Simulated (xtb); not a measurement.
# Geometry relaxation of C3H7B (part 2 of 2)

The same run, continued: C3H7B, SMILES BC=CC; GFN2-xTB (xtb 6.7.1). The geometry comes from this level: GFN2-xTB.

Geometry of the input (Å):
```
B  -0.6114  2.0257  0.4239
C  -0.1434  0.5711  0.5637
C  0.0497  -0.2523  -0.4760
C  0.5034  -1.6703  -0.3613
H  -0.8174  2.4697  -0.6392
H  -0.7650  2.6936  1.3723
H  0.0487  0.1525  1.5480
H  -0.1280  0.1142  -1.4789
H  -0.1985  -2.2423  0.2455
H  1.4719  -1.7175  0.1372
H  0.5899  -2.1444  -1.3352
```

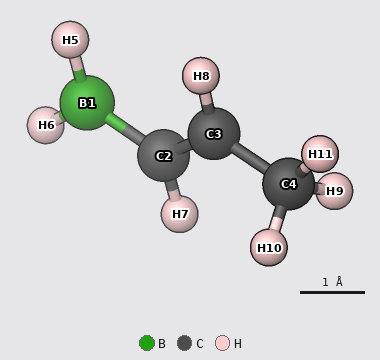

**Figure 1.** The structure as given in the input (ball-and-stick view, seen at a tilt; atoms are numbered from 1 in the order of the input).

Log, continued
```
 ---------------------------
B1-C2=1.5344         B1-H5=1.1704         B1-H6=1.1701         C2-B1=1.5344         C2-C3=1.3402         C2-H7=1.0868
C3-C2=1.3402         C3-C4=1.4932         C3-H8=1.0825         C4-C3=1.4932         C4-H9=1.0899         C4-H10=1.0903
C4-H11=1.0866        H5-B1=1.1704         H6-B1=1.1701         H7-C2=1.0868         H8-C3=1.0825         H9-C4=1.0899
H10-C4=1.0903        H11-C4=1.0866
 B  H  Rav=1.1703 sigma=0.0001  Rmin=1.1701  Rmax=1.1704     2
 C  H  Rav=1.0872 sigma=0.0028  Rmin=1.0825  Rmax=1.0903     5
 C  B  Rav=1.5344 sigma=0.0000  Rmin=1.5344  Rmax=1.5344     1
 C  C  Rav=1.4167 sigma=0.0765  Rmin=1.3402  Rmax=1.4932     2

 selected bond angles (degree)
 --------------------
H5-B1-C2=119.74                H6-B1-C2=120.48                H6-B1-H5=119.78                C3-C2-B1=123.76
H7-C2-B1=120.10                H7-C2-C3=116.14                C4-C3-C2=124.58                H8-C3-C2=119.15
H8-C3-C4=116.27                H9-C4-C3=110.22                H10-C4-C3=110.25               H10-C4-H9=107.15
H11-C4-C3=111.69               H11-C4-H9=108.73               H11-C4-H10=108.67

 selected dihedral angles (degree)
 ---------------------------------
C3-C2-B1-H5=359.87            C3-C2-B1-H6=179.80            H7-C2-B1-H5=180.06            H7-C2-B1-H6=  0.00
C4-C3-C2-B1=180.05            C4-C3-C2-H7=359.88            H8-C3-C2-B1=  0.13            H8-C3-C2-H7=179.95
H9-C4-C3-C2= 58.97            H9-C4-C3-H8=238.89            H10-C4-C3-C2=300.88           H10-C4-C3-H8=120.81
H11-C4-C3-C2=179.95           H11-C4-C3-H8=359.88
           -------------------------------------------------
          |                Final Singlepoint                |
           -------------------------------------------------

          ...................................................
          :                      SETUP                      :
          :.................................................:
          :  # basis functions                  23          :
          :  # atomic orbitals                  23          :
          :  # shells                           15          :
          :  # electrons                        22          :
          :  max. iterations                   250          :
          :  Hamiltonian                  GFN2-xTB          :
          :  restarted?                      false          :
          :  GBSA solvation                  false          :
          :  PC potential                    false          :
          :  electronic temp.          300.0000000     K    :
          :  accuracy                    1.0000000          :
          :  -> integral cutoff          0.2500000E+02      :
          :  -> integral neglect         0.1000000E-07      :
          :  -> SCF convergence          0.1000000E-05 Eh   :
          :  -> wf. convergence          0.1000000E-03 e    :
          :  Broyden damping             0.4000000          :
          :  net charge                          0          :
          :  unpaired electrons                  0          :
          ...................................................

 iter      E             dE          RMSdq      gap      omega  full diag
   1    -11.3671296 -0.113671E+02  0.359E-06    3.62       0.0  T
   2    -11.3671296 -0.177636E-14  0.303E-06    3.62    9959.4  T
   3    -11.3671296 -0.444089E-13  0.138E-06    3.62   21921.9  T

   *** convergence criteria satisfied after 3 iterations ***

         #    Occupation            Energy/Eh            Energy/eV
      -------------------------------------------------------------
         1        2.0000           -0.6214480             -16.9105
       ...           ...                  ...                  ...
         5        2.0000           -0.4913051             -13.3691
         6        2.0000           -0.4822381             -13.1224
         7        2.0000           -0.4733633             -12.8809
         8        2.0000           -0.4404625             -11.9856
         9        2.0000           -0.4105559             -11.1718
        10        2.0000           -0.4045749             -11.0090
        11        2.0000           -0.4035749             -10.9818 (HOMO)
        12                         -0.2704560              -7.3595 (LUMO)
        13                         -0.1511153              -4.1121
        14                          0.1283022               3.4913
        15                          0.1347419               3.6665
        16                          0.1733268               4.7165
       ...                                ...                  ...
        23                          0.6131742              16.6853
      -------------------------------------------------------------
                  HL-Gap            0.1331189 Eh            3.6224 eV
             Fermi-level           -0.3370155 Eh           -9.1707 eV

 SCC (total)                   0 d,  0 h,  0 min,  0.002 sec
 SCC setup                      ...        0 min,  0.000 sec (  2.041%)
 Dispersion                     ...        0 min,  0.000 sec (  1.087%)
 classical contributions        ...        0 min,  0.000 sec (  0.442%)
 integral evaluation            ...        0 min,  0.000 sec ( 20.399%)
 iterations                     ...        0 min,  0.000 sec ( 25.144%)
 molecular gradient             ...        0 min,  0.001 sec ( 48.315%)
 printout                       ...        0 min,  0.000 sec (  2.270%)

         :::::::::::::::::::::::::::::::::::::::::::::::::::::
         ::                     SUMMARY                     ::
         :::::::::::::::::::::::::::::::::::::::::::::::::::::
         :: total energy             -11.178052406561 Eh    ::
         :: gradient norm              0.000456041508 Eh/a0 ::
         :: HOMO-LUMO gap              3.622350824360 eV    ::
         ::.................................................::
         :: SCC energy               -11.367129403025 Eh    ::
         :: -> isotropic ES            0.020724628641 Eh    ::
         :: -> anisotropic ES          0.005772853889 Eh    ::
         :: -> anisotropic XC          0.007011866508 Eh    ::
         :: -> dispersion             -0.004700491637 Eh    ::
         :: repulsion energy           0.189076996464 Eh    ::
         :: add. restraining           0.000000000000 Eh    ::
         :: total charge              -0.000000000000 e     ::
         :::::::::::::::::::::::::::::::::::::::::::::::::::::

           -------------------------------------------------
          |                Property Printout                |
           -------------------------------------------------

    * Orbital Energies and Occupations

         #    Occupation            Energy/Eh            Energy/eV
      -------------------------------------------------------------
         1        2.0000           -0.6214480             -16.9105
         2        2.0000           -0.5890222             -16.0281
         3        2.0000           -0.5422228             -14.7546
         4        2.0000           -0.5071740             -13.8009
         5        2.0000           -0.4913051             -13.3691
         6        2.0000           -0.4822381             -13.1224
         7        2.0000           -0.4733633             -12.8809
         8        2.0000           -0.4404625             -11.9856
         9        2.0000           -0.4105559             -11.1718
        10        2.0000           -0.4045749             -11.0090
        11        2.0000           -0.4035749             -10.9818 (HOMO)
        12                         -0.2704560              -7.3595 (LUMO)
        13                         -0.1511153              -4.1121
        14                          0.1283022               3.4913
        15                          0.1347419               3.6665
        16                          0.1733268               4.7165
        17                          0.1935130               5.2658
        18                          0.2145046               5.8370
        19                          0.2692503               7.3267
        20                          0.3452717               9.3953
        21                          0.3696567              10.0589
        22                          0.4652727              12.6607
        23                          0.6131742              16.6853
      -------------------------------------------------------------
                  HL-Gap            0.1331189 Eh            3.6224 eV
             Fermi-level           -0.3370155 Eh           -9.1707 eV

     #   Z          covCN         q      C6AA      α(0)
     1   5 B        2.784     0.225    17.939     7.081
     2   6 C        2.812    -0.122    31.081     9.134
     3   6 C        2.887    -0.007    28.192     8.705
     4   6 C        3.755    -0.106    22.591     6.777
     5   1 H        0.939    -0.103     5.664     3.721
     6   1 H        0.939    -0.101     5.585     3.695
     7   1 H        0.925     0.027     2.635     2.538
     8   1 H        0.925     0.039     2.463     2.454
     9   1 H        0.925     0.054     2.269     2.356
    10   1 H        0.924     0.054     2.269     2.356
    11   1 H        0.925     0.040     2.444     2.445

 Mol. C6AA /au·bohr⁶  :       1046.234877
 Mol. C8AA /au·bohr⁸  :      23754.246855
 Mol. α(0) /au        :         51.261567

Wiberg/Mayer (AO) data.
largest (>0.10) Wiberg bond orders for each atom

 ---------------------------------------------------------------------------
     #   Z sym  total        # sym  WBO       # sym  WBO       # sym  WBO
 ---------------------------------------------------------------------------
     1   5 B    3.222 --     2 C    1.109     6 H    0.980     5 H    0.978
                             3 C    0.117
     2   6 C    3.966 --     3 C    1.834     1 B    1.109     7 H    0.969
     3   6 C    3.982 --     2 C    1.834     4 C    1.045     8 H    0.968
                             1 B    0.117
     4   6 C    3.997 --     3 C    1.045    11 H    0.989     9 H    0.964
                            10 H    0.963
     5   1 H    0.989 --     1 B    0.978
     6   1 H    0.990 --     1 B    0.980
     7   1 H    0.999 --     2 C    0.969
     8   1 H    0.998 --     3 C    0.968
     9   1 H    0.997 --     4 C    0.964
    10   1 H    0.997 --     4 C    0.963
    11   1 H    0.998 --     4 C    0.989
 ---------------------------------------------------------------------------

Topologies differ in total number of bonds
Writing topology from bond orders to xtbtopo.mol

molecular dipole:
                 x           y           z       tot (Debye)
 q only:        0.144      -0.478      -0.101
   full:        0.197      -0.647      -0.115       1.744
molecular quadrupole (traceless):
                xx          xy          yy          xz          yz          zz
 q only:        0.532       0.389      -0.628       0.048      -0.259       0.096
  q+dip:       -1.053       0.014      -1.180       0.310      -0.336       2.233
   full:        1.227       1.006      -1.749       0.104      -0.526       0.522

           -------------------------------------------------
          |                Geometry Summary                 |
           -------------------------------------------------

      molecular mass/u    :       53.8988210
   center of mass at/Å    :       -0.0275599       0.0925476       0.0212486
  moments of inertia/u·Å² :        0.1354811E+02   0.1262712E+03   0.1367175E+03
rotational constants/cm⁻¹ :        0.1244279E+01   0.1335034E+00   0.1233027E+00

 * 9 selected distances

     #   Z          #   Z                                           value/Å
     1   5 B        2   6 C                                       1.5343594 (max)
     2   6 C        3   6 C                                       1.3402213
     1   5 B        5   1 H                                       1.1703689
     1   5 B        6   1 H                                       1.1701486
     2   6 C        7   1 H                                       1.0867630
     3   6 C        8   1 H                                       1.0825083 (min)
     4   6 C        9   1 H                                       1.0899220
     4   6 C       10   1 H                                       1.0902960
     4   6 C       11   1 H                                       1.0866384

 * 4 distinct bonds (by element types)

   Z      Z             #   av. dist./Å        max./Å        min./Å
   1 H    5 B           2     1.1702587     1.1703689     1.1701486
   1 H    6 C           5     1.0872255     1.0902960     1.0825083
   5 B    6 C           1     1.5343594     1.5343594     1.5343594
   6 C    6 C           1     1.3402213     1.3402213     1.3402213

optimized geometry written to: xtbopt.xyz

           -------------------------------------------------
          | TOTAL ENERGY              -11.178052406561 Eh   |
          | GRADIENT NORM               0.000456041508 Eh/α |
          | HOMO-LUMO GAP               3.622350824360 eV   |
           -------------------------------------------------

------------------------------------------------------------------------
------------------------------------------------------------------------
 total:
 *  cpu-time:     0 d,  0 h,  0 min,  0.013 sec
 * ratio c/w:     1.000 speedup
 SCF:
 *  cpu-time:     0 d,  0 h,  0 min,  0.003 sec
 * ratio c/w:     1.000 speedup
 ANC optimizer:
 *  cpu-time:     0 d,  0 h,  0 min,  0.004 sec
 * ratio c/w:     1.000 speedup
```

File xtbopt.xyz
```
11
 energy: -11.178052406561 gnorm: 0.000456041508 xtb: 6.7.1
B           -0.61139000000000        2.02566000000000        0.42389000000000
C           -0.14338000000000        0.57112000000000        0.56367000000000
C            0.04973000000000       -0.25228000000000       -0.47600000000000
C            0.50337000000000       -1.67027000000000       -0.36125000000000
H           -0.81737000000000        2.46968000000000       -0.63921000000000
H           -0.76495000000000        2.69356000000000        1.37235000000000
H            0.04872000000000        0.15252000000000        1.54801000000000
H           -0.12805000000000        0.11423000000000       -1.47894000000000
H           -0.19847000000000       -2.24232000000000        0.24547000000000
H            1.47192000000000       -1.71753000000000        0.13717000000000
H            0.58987000000000       -2.14438000000000       -1.33517000000000
```

Standard error
```
normal termination of xtb
```

Summary

```tsv
quantity	value
outcome	converged
electrons treated	22
total energy	−11.178052 hartree
dispersion energy	−0.004700 hartree
basis functions	23
HOMO	−10.98 eV
LUMO	−7.36 eV
dipole moment	1.74 D
peak memory	0.077 GiB
```
